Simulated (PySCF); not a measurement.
Run report: Si₅NH₁₃O, geometry relaxation (part 2 of 2)

The same run, continued: Si₅NH₁₃O; PBE0-D3(BJ)/def2-SVP geometry optimisation, gas phase (PySCF 2.14.0). It belongs to a series of runs on one base structure; here: H on Si replaced by N(SiH3)2.

Geometry of the input (Å):
```
Si 2.3585  -0.6270  0.9933
Si 2.2055  1.2937  -0.3059
O  0.8603  1.2509  -1.2541
Si -0.5154  0.6342  -1.6570
N  -1.2601  -0.1706  -0.2888
Si -1.9109  -1.7623  -0.4686
Si -1.5324  0.7465  1.1766
H  1.7853  -1.8003  0.3638
H  1.6907  -0.4650  2.3224
H  3.7379  -0.9406  1.2956
H  2.0737  2.5580  0.4491
H  3.2847  1.4856  -1.2900
H  -0.3271  -0.3536  -2.6973
H  -1.3712  1.7719  -2.0787
H  -3.1300  -1.7196  -1.2819
H  -0.9063  -2.5874  -1.1254
H  -2.2059  -2.2719  0.8649
H  -0.6464  1.9019  1.2122
H  -1.2810  -0.1473  2.3128
H  -2.9608  1.2183  1.2088
```

**Trajectory as extended XYZ, continued**
```
20
Properties=species:S:1:pos:R:3:forces:R:3 step=9 energy=-43104.97922
Si    2.1138   -0.7220    0.9582    0.0036   0.0190   0.0016
Si    2.2752    1.1787   -0.4174    0.0264  -0.0148  -0.0064
O     0.9396    1.3686   -1.3937   -0.0853  -0.0183   0.0274
Si   -0.5982    0.8075   -1.6390    0.0929   0.0033  -0.0197
N    -1.1858   -0.0703   -0.2453   -0.0259   0.0159  -0.0086
Si   -1.6031   -1.7723   -0.4047    0.0393  -0.0106   0.0085
Si   -1.6567    0.8343    1.1895   -0.0201  -0.0077  -0.0061
H     1.7650   -1.9340    0.1548   -0.0003   0.0009  -0.0067
H     1.1035   -0.5540    2.0460   -0.0001   0.0066   0.0007
H     3.4513   -0.9418    1.5954   -0.0006  -0.0115   0.0012
H     2.4449    2.3980    0.4306   -0.0009   0.0058  -0.0038
H     3.4766    1.0430   -1.2945    0.0107   0.0004   0.0059
H    -0.6058   -0.1450   -2.7856   -0.0217  -0.0017  -0.0057
H    -1.4533    1.9925   -1.9203   -0.0023   0.0070   0.0118
H    -2.8943   -1.9684   -1.1330   -0.0073   0.0013   0.0008
H    -0.5280   -2.4882   -1.1514   -0.0118  -0.0061  -0.0050
H    -1.7426   -2.3395    0.9698    0.0020  -0.0047  -0.0019
H    -0.9082    2.1270    1.1702    0.0053   0.0004   0.0035
H    -1.3189    0.0642    2.4209   -0.0048   0.0015   0.0017
H    -3.1238    1.1246    1.2049    0.0008   0.0133   0.0010
20
Properties=species:S:1:pos:R:3:forces:R:3 step=10 energy=-43104.98282
Si    2.1024   -0.6970    1.0080    0.0021   0.0152   0.0123
Si    2.3061    1.1386   -0.4487    0.0651  -0.0468   0.0454
O     0.9544    1.3431   -1.3936   -0.0296   0.0558  -0.0113
Si   -0.5986    0.8336   -1.6280    0.0170  -0.0311  -0.0293
N    -1.1826   -0.0686   -0.2491   -0.0745  -0.0065   0.0035
Si   -1.5954   -1.7700   -0.4346    0.0695   0.0215   0.0229
Si   -1.6781    0.8170    1.1905   -0.0005  -0.0135  -0.0394
H     1.7300   -1.9368    0.2596    0.0025  -0.0021  -0.0145
H     1.0950   -0.4683    2.0878   -0.0010   0.0232  -0.0052
H     3.4340   -0.9139    1.6587    0.0014  -0.0161  -0.0047
H     2.5519    2.3826    0.3423   -0.0077   0.0100  -0.0013
H     3.4776    0.9142   -1.3478    0.0145   0.0008   0.0033
H    -0.6468   -0.0779   -2.8060   -0.0294  -0.0032  -0.0041
H    -1.4310    2.0467   -1.8530   -0.0021   0.0063   0.0115
H    -2.9117   -1.9584   -1.1182   -0.0103  -0.0029  -0.0066
H    -0.5404   -2.4519   -1.2394   -0.0136  -0.0141  -0.0058
H    -1.6790   -2.3734    0.9287    0.0005  -0.0115  -0.0042
H    -0.9070    2.0961    1.2217    0.0085  -0.0008   0.0061
H    -1.3904    0.0111    2.4111   -0.0095   0.0034   0.0096
H    -3.1391    1.1359    1.1656   -0.0028   0.0124   0.0119
20
Properties=species:S:1:pos:R:3:forces:R:3 step=11 energy=-43104.98695
Si    2.0881   -0.6647    1.0623   -0.0003   0.0016   0.0185
Si    2.3413    1.0921   -0.4798    0.0709  -0.0527   0.0641
O     0.9714    1.3184   -1.3900    0.0470   0.0915  -0.0373
Si   -0.5969    0.8640   -1.6136   -0.0668  -0.0517  -0.0246
N    -1.1830   -0.0681   -0.2555   -0.0994  -0.0226   0.0090
Si   -1.5813   -1.7701   -0.4696    0.0727   0.0401   0.0302
Si   -1.7043    0.7954    1.1890    0.0200  -0.0047  -0.0508
H     1.6722   -1.9255    0.3740    0.0019  -0.0039  -0.0135
H     1.0922   -0.3537    2.1326   -0.0032   0.0289  -0.0105
H     3.4133   -0.8960    1.7211    0.0010  -0.0145  -0.0071
H     2.6691    2.3572    0.2445   -0.0086   0.0109   0.0013
H     3.4752    0.7711   -1.3981    0.0091  -0.0009  -0.0009
H    -0.6931    0.0031   -2.8260   -0.0210  -0.0006  -0.0007
H    -1.4020    2.1063   -1.7716   -0.0006   0.0041   0.0080
H    -2.9209   -1.9580   -1.1069   -0.0082  -0.0044  -0.0085
H    -0.5488   -2.4122   -1.3340   -0.0078  -0.0126  -0.0059
H    -1.6051   -2.4142    0.8772    0.0011  -0.0130  -0.0058
H    -0.9036    2.0533    1.2809    0.0068  -0.0025   0.0083
H    -1.4780   -0.0508    2.3951   -0.0100   0.0001   0.0119
H    -3.1545    1.1553    1.1236   -0.0047   0.0069   0.0145
20
Properties=species:S:1:pos:R:3:forces:R:3 step=12 energy=-43104.99053
Si    2.0550   -0.5759    1.1910   -0.0115  -0.0318   0.0288
Si    2.4185    0.9496   -0.5571    0.0624  -0.0419   0.0584
O     1.0150    1.2557   -1.3875    0.1527   0.0944  -0.0787
Si   -0.5886    0.9430   -1.5692   -0.1864  -0.0647   0.0179
N    -1.1887   -0.0615   -0.2685   -0.1173  -0.0137  -0.0124
Si   -1.5373   -1.7632   -0.5590    0.0444   0.0553   0.0559
Si   -1.7753    0.7447    1.1850    0.0531   0.0175  -0.0511
H     1.5332   -1.8752    0.6646    0.0017  -0.0017  -0.0060
H     1.0960   -0.0506    2.2107   -0.0082   0.0192  -0.0189
H     3.3616   -0.8331    1.8769   -0.0006  -0.0080  -0.0089
H     2.9552    2.2339   -0.0142   -0.0073   0.0070   0.0029
H     3.4313    0.3826   -1.4991   -0.0042   0.0044  -0.0050
H    -0.8084    0.2235   -2.8549    0.0123   0.0021   0.0022
H    -1.3111    2.2456   -1.5523    0.0049   0.0026   0.0015
H    -2.9219   -1.9686   -1.0877    0.0011  -0.0027  -0.0059
H    -0.5645   -2.2926   -1.5584    0.0149  -0.0005  -0.0006
H    -1.4140   -2.5064    0.7297    0.0042  -0.0128  -0.0099
H    -0.9114    1.9378    1.4344   -0.0112  -0.0018   0.0109
H    -1.7048   -0.1961    2.3395    0.0001  -0.0143   0.0089
H    -3.1886    1.2097    1.0312   -0.0051  -0.0086   0.0100
20
Properties=species:S:1:pos:R:3:forces:R:3 step=13 energy=-43104.99545
Si    2.0349   -0.6204    1.1446   -0.0083  -0.0127   0.0243
Si    2.4001    0.9817   -0.5333    0.0172  -0.0141   0.0219
O     1.0081    1.2827   -1.3901    0.1412   0.0573  -0.0479
Si   -0.5891    0.9324   -1.5825   -0.1376  -0.0415   0.0195
N    -1.1857   -0.0526   -0.2654   -0.0845  -0.0158  -0.0127
Si   -1.5129   -1.7636   -0.5193    0.0225   0.0295   0.0319
Si   -1.7660    0.7725    1.1790    0.0374   0.0023  -0.0147
H     1.5391   -1.9015    0.5535   -0.0041  -0.0053  -0.0015
H     1.0528   -0.1468    2.1676    0.0020   0.0109  -0.0100
H     3.3344   -0.8920    1.8381   -0.0011  -0.0030  -0.0062
H     2.8842    2.2595    0.0713   -0.0023   0.0001   0.0038
H     3.4514    0.4815   -1.4710   -0.0069   0.0020  -0.0042
H    -0.7834    0.1772   -2.8520    0.0152   0.0043   0.0060
H    -1.3338    2.2223   -1.6037    0.0040  -0.0005  -0.0051
H    -2.8836   -1.9936   -1.0733    0.0006  -0.0025  -0.0021
H    -0.5157   -2.3146   -1.4823    0.0125   0.0055  -0.0067
H    -1.4119   -2.4726    0.7905    0.0035  -0.0056  -0.0059
H    -0.9286    1.9922    1.3856   -0.0008  -0.0018   0.0057
H    -1.6494   -0.1383    2.3544   -0.0081  -0.0031   0.0012
H    -3.1938    1.1971    1.0439   -0.0024  -0.0058   0.0027
20
Properties=species:S:1:pos:R:3:forces:R:3 step=14 energy=-43104.99748
Si    1.9934   -0.6228    1.1591    0.0025  -0.0025   0.0110
Si    2.4150    0.9320   -0.5495   -0.0336   0.0114  -0.0184
O     1.0244    1.2787   -1.3963    0.1012   0.0125  -0.0208
Si   -0.5851    0.9644   -1.5714   -0.0733  -0.0216   0.0335
N    -1.1885   -0.0340   -0.2666   -0.0385   0.0150  -0.0270
Si   -1.4564   -1.7537   -0.5221   -0.0102  -0.0117   0.0104
Si   -1.7979    0.7779    1.1724    0.0205  -0.0076   0.0224
H     1.4686   -1.9012    0.5879   -0.0007  -0.0013   0.0075
H     1.0129   -0.0917    2.1547    0.0059  -0.0037   0.0027
H     3.2757   -0.9196    1.8735   -0.0004   0.0040  -0.0031
H     2.9569    2.2003    0.0259   -0.0011  -0.0060   0.0072
H     3.4337    0.3739   -1.4906   -0.0063   0.0023  -0.0014
H    -0.8101    0.2440   -2.8555    0.0204   0.0045   0.0025
H    -1.3057    2.2681   -1.5488    0.0053  -0.0040  -0.0073
H    -2.8286   -2.0309   -1.0513    0.0042   0.0013   0.0032
H    -0.4596   -2.2582   -1.5112    0.0128   0.0112  -0.0052
H    -1.3008   -2.4743    0.7758   -0.0037   0.0026  -0.0037
H    -0.9659    1.9940    1.4168    0.0007  -0.0013   0.0007
H    -1.7085   -0.1495    2.3382   -0.0066   0.0012  -0.0069
H    -3.2225    1.2055    1.0144    0.0011  -0.0065  -0.0073
20
Properties=species:S:1:pos:R:3:forces:R:3 step=15 energy=-43104.99842
Si    1.9970   -0.6160    1.1680    0.0037  -0.0018  -0.0073
Si    2.4152    0.9277   -0.5528   -0.0330   0.0083  -0.0206
O     1.0254    1.2778   -1.3995    0.0292  -0.0021   0.0071
Si   -0.5876    0.9662   -1.5700   -0.0061  -0.0143   0.0121
N    -1.1962   -0.0324   -0.2680   -0.0123   0.0355  -0.0224
Si   -1.4581   -1.7515   -0.5304    0.0042  -0.0260  -0.0074
Si   -1.8021    0.7718    1.1763    0.0057  -0.0052   0.0213
H     1.4622   -1.8961    0.6101   -0.0018   0.0000   0.0081
H     1.0273   -0.0732    2.1674   -0.0015  -0.0027   0.0050
H     3.2838   -0.9136    1.8738    0.0009   0.0049  -0.0006
H     2.9645    2.1951    0.0173   -0.0004  -0.0028   0.0061
H     3.4279    0.3618   -1.4954   -0.0007  -0.0004   0.0025
H    -0.8081    0.2455   -2.8543    0.0057   0.0009  -0.0017
H    -1.3048    2.2713   -1.5520    0.0034  -0.0009   0.0042
H    -2.8269   -2.0315   -1.0663    0.0033   0.0018   0.0018
H    -0.4536   -2.2443   -1.5185    0.0022   0.0034   0.0021
H    -1.3046   -2.4783    0.7640   -0.0028   0.0034   0.0008
H    -0.9702    1.9866    1.4274    0.0005  -0.0010  -0.0017
H    -1.7127   -0.1626    2.3363   -0.0012  -0.0004  -0.0039
H    -3.2273    1.1985    1.0219    0.0009  -0.0007  -0.0053
20
Properties=species:S:1:pos:R:3:forces:R:3 step=16 energy=-43104.99870
Si    1.9952   -0.6098    1.1782    0.0011   0.0025  -0.0102
Si    2.4139    0.9196   -0.5559   -0.0144   0.0031  -0.0089
O     1.0262    1.2769   -1.4015   -0.0070  -0.0069   0.0109
Si   -0.5891    0.9717   -1.5690    0.0162  -0.0008  -0.0021
N    -1.2012   -0.0301   -0.2720   -0.0009   0.0168  -0.0116
Si   -1.4529   -1.7503   -0.5398    0.0088  -0.0127  -0.0030
Si   -1.8074    0.7658    1.1768   -0.0008  -0.0024   0.0079
H     1.4537   -1.8939    0.6365   -0.0016  -0.0011   0.0046
H     1.0321   -0.0552    2.1778   -0.0023  -0.0020   0.0024
H     3.2845   -0.9040    1.8804    0.0026   0.0041   0.0006
H     2.9748    2.1848    0.0076    0.0001  -0.0002   0.0046
H     3.4199    0.3413   -1.4982    0.0023  -0.0017   0.0030
H    -0.8107    0.2588   -2.8573   -0.0020  -0.0002  -0.0012
H    -1.3006    2.2795   -1.5433   -0.0006   0.0024   0.0036
H    -2.8196   -2.0364   -1.0774    0.0008   0.0004  -0.0025
H    -0.4434   -2.2317   -1.5283   -0.0002  -0.0016   0.0024
H    -1.2965   -2.4800    0.7525   -0.0023   0.0005   0.0009
H    -0.9746    1.9781    1.4368   -0.0006  -0.0004   0.0001
H    -1.7214   -0.1767    2.3302    0.0009  -0.0015  -0.0007
H    -3.2318    1.1944    1.0212    0.0002   0.0019  -0.0008
```

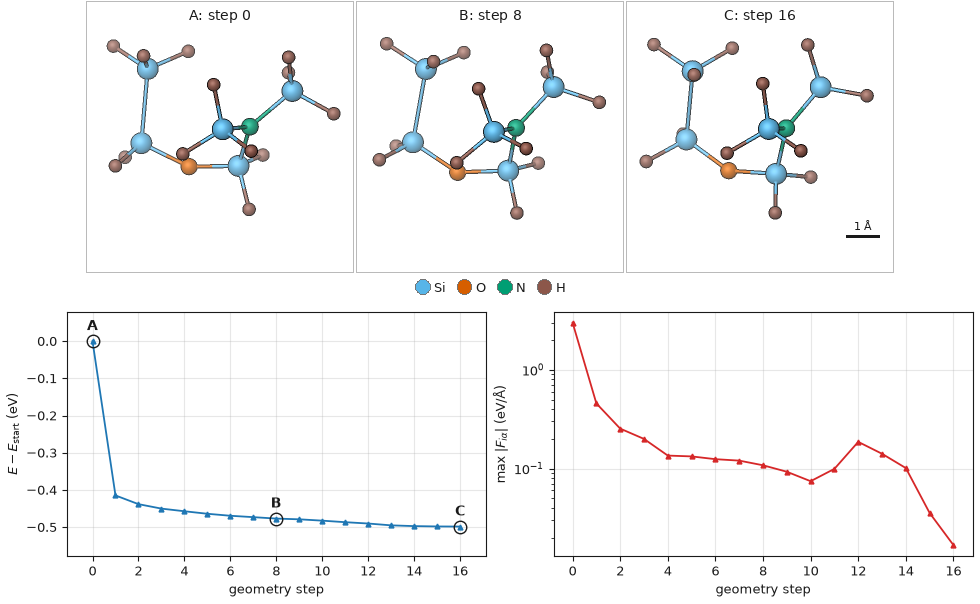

Fig. 1: Frames of the relaxation (ball-and-stick view, seen at a tilt) above the curves, on which the letters mark them (steps are counted from 0).

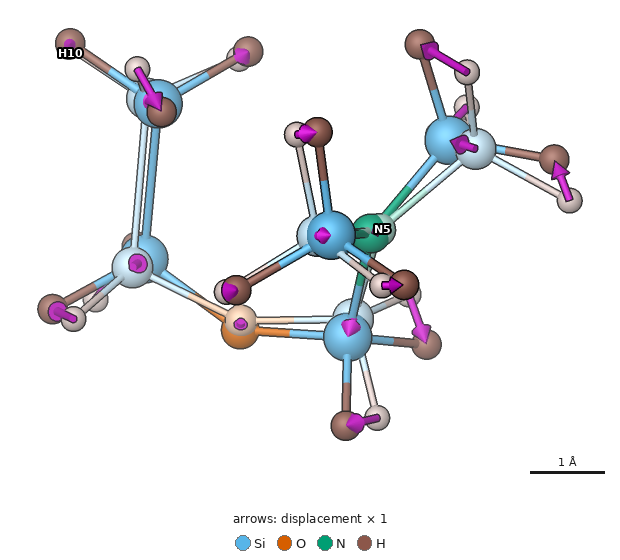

Fig. 2: Start (faint) and end (solid) with the displacements as pink arrows, at true length (ball-and-stick view, seen at a tilt). The two geometries are laid on each other by the best rigid fit. H12 moves most after the best rigid fit: 1.09 Å. Largest moves by element: H 1.09 Å, Si 0.50 Å, O 0.20 Å, N 0.13 Å. Among the contacts that change: O3–Si4 1.560 → 1.652 Å, Si1–H10 1.446 → 1.497 Å, Si4–H13 1.447 → 1.489 Å, Si6–H16 1.456 → 1.493 Å. Among the angles that change: O3–Si2–H12 102.5° → 108.9°, Si1–Si2–H12 115.6° → 109.5°, Si2–O3–Si4 151.6° → 145.8°. The energy falls by 0.498 eV in 16 geometry steps. The largest force component goes from 3 to 0.017 eV/Å. (Atoms are counted from 1 in the order of the input.)

**Summary**

- outcome: converged
- total energy: −1584.079498 hartree
- dipole moment: 0.48 D
- point group: C1
- wall time: 6 min
- peak memory: 0.83 GiB
